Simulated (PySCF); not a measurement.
## Run report: C8H9, EPR calculation

The run: EPR calculation of C8H9, multiplicity 2, SMILES [C]#CC(C)(C=C)C=C. Method and program: UKS B3LYP, pcH-1 on C H, non-relativistic, mean-field spin-orbit, GIAO (PySCF 2.14.0).

It belongs to a series of runs on one base structure; here: H removed from sp C.

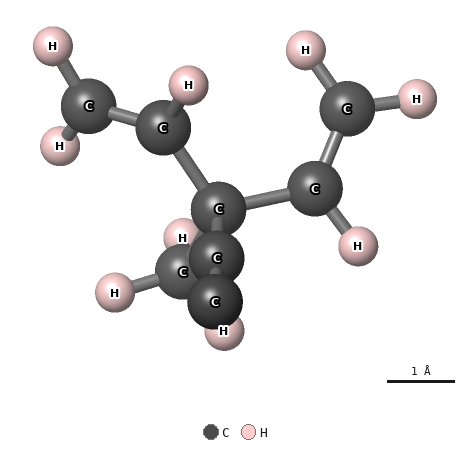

The structure as given in the input (ball-and-stick view, seen on its broad side).

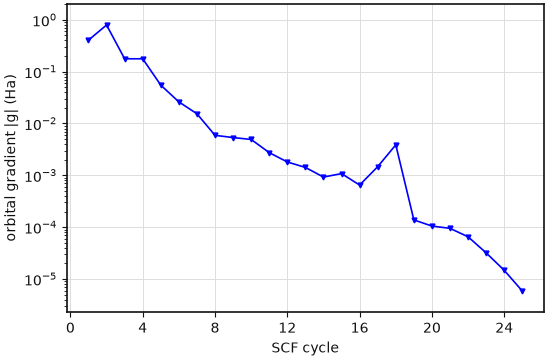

Convergence of the self-consistent field: orbital gradient |g| against the SCF cycle. All cycles printed in the log are drawn one after another.

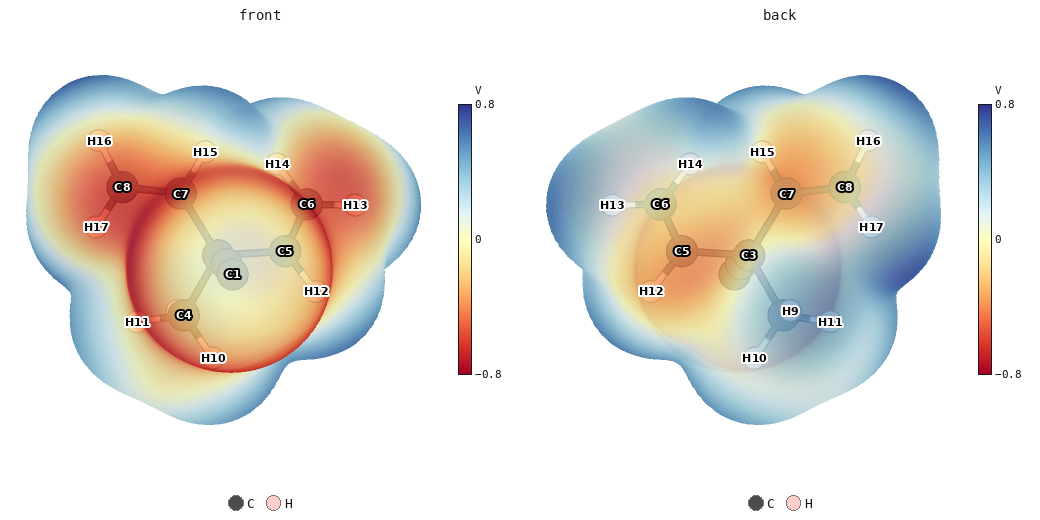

The electrostatic potential painted on the density surface at 0.001 e/bohr³, seen at a tilt and from behind; the colour scale runs from red (negative) to blue (positive).

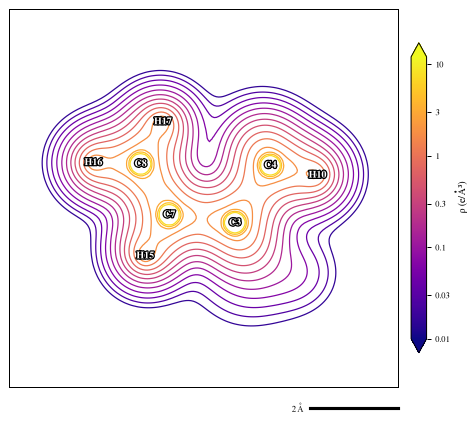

Total electron density on the plane of atoms C8, C7 and H15. Atoms in the plane: C and H.

These pictures come from the run below.

Input:
```
{"job": {"kind": "epr", "basis": "pcH-1"}, "charge": 0, "multiplicity": 2}
C      1.099116     0.879719    -2.778810
C      0.679568     0.586952    -1.699983
C      0.112835     0.303605    -0.352262
C     -1.106367     1.206734    -0.155214
C      1.184049     0.674947     0.637393
C      1.650065    -0.113284     1.590254
C     -0.189768    -1.164761    -0.366024
C     -1.382482    -1.721182    -0.232898
H     -1.544516     1.025923     0.824603
H     -0.806663     2.250671    -0.215484
H     -1.849438     1.016965    -0.925816
H      1.555881     1.685648     0.528672
H      2.402587     0.228511     2.280805
H      1.292279    -1.119568     1.732213
H      0.680364    -1.786726    -0.535205
H     -1.503297    -2.791041    -0.270262
H     -2.281212    -1.151084    -0.071893
```

The first line tells a small driver script what to run in PySCF; the rest is the geometry in Å.

Launch command:
```bash
OMP_NUM_THREADS=1 python <driver script> task.json out
```

The program's output:
```
UKS, coarse grid
  cycle   1  E = -309.91301274  |g| = 4.05e-01
  cycle   2  E = -309.59543432  |g| = 7.94e-01
  cycle   3  E = -310.02963616  |g| = 1.77e-01
  cycle   4  E = -310.03309762  |g| = 1.77e-01
  cycle   5  E = -310.04913400  |g| = 5.49e-02
  cycle   6  E = -310.05094714  |g| = 2.61e-02
  cycle   7  E = -310.05153981  |g| = 1.54e-02
  cycle   8  E = -310.05172902  |g| = 5.91e-03
  cycle   9  E = -310.05186104  |g| = 5.35e-03
  cycle  10  E = -310.05201769  |g| = 4.92e-03
  cycle  11  E = -310.05220574  |g| = 2.74e-03
  cycle  12  E = -310.05236086  |g| = 1.81e-03
  cycle  13  E = -310.05238908  |g| = 1.42e-03
  cycle  14  E = -310.05241469  |g| = 9.26e-04
  cycle  15  E = -310.05242438  |g| = 1.08e-03
  cycle  16  E = -310.05242490  |g| = 6.49e-04
UKS, final grid
  cycle   1  E = -310.05243945  |g| = 1.47e-03
  cycle   2  E = -310.05243324  |g| = 3.87e-03
  cycle   3  E = -310.05244066  |g| = 1.38e-04
  cycle   4  E = -310.05244070  |g| = 1.05e-04
  cycle   5  E = -310.05244078  |g| = 9.49e-05
  cycle   6  E = -310.05244091  |g| = 6.52e-05
  cycle   7  E = -310.05244099  |g| = 3.19e-05
  cycle   8  E = -310.05244101  |g| = 1.47e-05
  cycle   9  E = -310.05244101  |g| = 5.86e-06
E = -310.05244101 Eh   <S^2> = 0.7674 (exact 0.7500)
g shifts (ppm)      1          2          3
  rmc          -169       -169       -169
  gc             13          8         15
  oz_so        -153        513        985
  total        -309        353        831
hyperfine (MHz)  atom isotope    a_iso     a_fc   dipolar eigenvalues
    0   13C     988.22     988.22    -54.85    -53.19    108.05
    1   13C     161.79     161.79    -27.08    -24.58     51.67
    2   13C      10.22      10.22     -3.39     -3.27      6.66
    3   13C      -7.18      -7.18     -0.63      0.01      0.62
    4   13C      -6.81      -6.81     -0.71     -0.10      0.80
    5   13C      -0.01      -0.01     -0.43     -0.05      0.48
    6   13C      -4.98      -4.98     -0.99     -0.10      1.09
    7   13C       0.96       0.96     -1.14     -0.75      1.89
    8    1H      -1.85      -1.85     -0.62     -0.48      1.10
    9    1H       0.36       0.36     -1.53     -1.11      2.64
   10    1H       0.21       0.21     -1.53     -1.02      2.55
   11    1H       0.06       0.06     -1.46     -1.20      2.65
   12    1H      -0.21      -0.21     -0.47     -0.40      0.87
   13    1H      -0.28      -0.28     -0.48     -0.41      0.89
   14    1H       0.12       0.12     -1.34     -1.03      2.37
   15    1H      -0.47      -0.47     -0.75     -0.40      1.15
   16    1H      -0.75      -0.75     -0.73     -0.21      0.94
```

Summary:

- outcome: converged
- total energy: −310.052441 hartree
- ⟨S²⟩: 0.767
- isotropic g: 2.0026
- hardware: 1 CPU thread, shared host
- wall time: 1.8 min
- peak memory: 1.1 GiB
